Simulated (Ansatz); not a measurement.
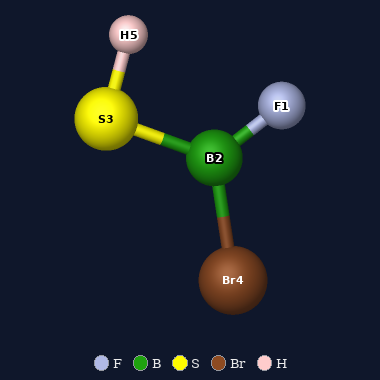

The system is BBrFHS, SMILES FB(S)Br; the picture shows the reference structure. Coordinates scanned: (1) angle F1–B2–S3; (2) dihedral F1–B2–S3–H5. Nothing is relaxed (all other coordinates rigid). Grid: 9 × 9 points; 45 points were computed and 36 follow by symmetry. All energies are given in kcal/mol relative to the lowest grid point. All numbers below come from RKS B3LYP-D4/def2-TZVP in Ansatz.

Its coordinates:

```yaml
atoms:
  - { symbol: F, position_ang: [-0.4888, -1.2413, 0.6463] }
  - { symbol: B, position_ang: [-0.3989, -0.1584, -0.1041] }
  - { symbol: S, position_ang: [1.0742, 0.8688, -0.1332] }
  - { symbol: Br, position_ang: [-1.9042, 0.3290, -1.2023] }
  - { symbol: H, position_ang: [1.7677, 0.1282, 0.7518] }
```

Range: angle F1–B2–S3 from 97.3 to 147.3°; dihedral F1–B2–S3–H5 from −180 to 140°.

Q: What will the energy surface look like?

A: The lowest grid point is at angle F1–B2–S3 = 122.3°, dihedral F1–B2–S3–H5 = −180°. A higher local minimum lies near angle F1–B2–S3 = 122.3°, dihedral F1–B2–S3–H5 = −20° (0.46 kcal/mol above the lowest at that grid point). The highest grid point, angle F1–B2–S3 = 97.3°, dihedral F1–B2–S3–H5 = −100°, lies 33.9 kcal/mol above the lowest. On the interpolated surface the easiest way out of the lowest well to a well of about the same depth near angle F1–B2–S3 = 122.3°, dihedral F1–B2–S3–H5 = −20° passes a barrier of about 12 kcal/mol. Round the minimum the two coordinates are nearly uncoupled.

```
dihedral F1–B2–S3–H5 ↓, angle F1–B2–S3 →  97.3  103.5  109.8  116.0  122.3  128.5  134.8  141.0  147.3
                                     140  23.4   14.5    8.5    5.3    4.4    5.9   10.0   16.8   27.4
                                     100  33.9   23.8   16.9   12.8   11.3   12.3   15.9   22.4   32.7
                                      60  30.6   20.6   13.7    9.7    8.2    9.1   12.7   19.2   29.4
                                      20  22.5   12.3    5.5    1.7    0.5    1.6    5.4   12.1   22.4
                                     −20  22.5   12.3    5.5    1.7    0.5    1.6    5.4   12.1   22.4
                                     −60  30.6   20.6   13.7    9.7    8.2    9.1   12.7   19.2   29.4
                                    −100  33.9   23.8   16.9   12.8   11.3   12.3   15.9   22.4   32.7
                                    −140  23.4   14.5    8.5    5.3    4.4    5.9   10.0   16.8   27.4
                                    −180  16.9    8.7    3.3    0.5    0.0    1.8    6.1   13.1   23.8
```

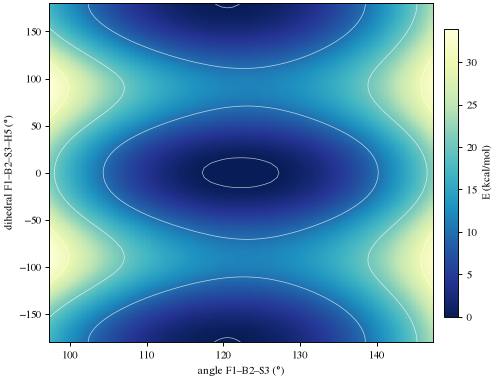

The picture shows a smooth colour map with a few white contour lines. Between grid points the surface is interpolated.

Each point was launched as `ansatz run input.yaml --threads 1 --pin off --max-ram 2560MiB --backend cpu --events-out ev --progress --plain --runs-dir out`. Time for the 45 points that were run: 5.3 min on 1 thread of Intel(R) Xeon(R) Platinum 8375C CPU @ 2.90GHz (Ice Lake) (shared host).
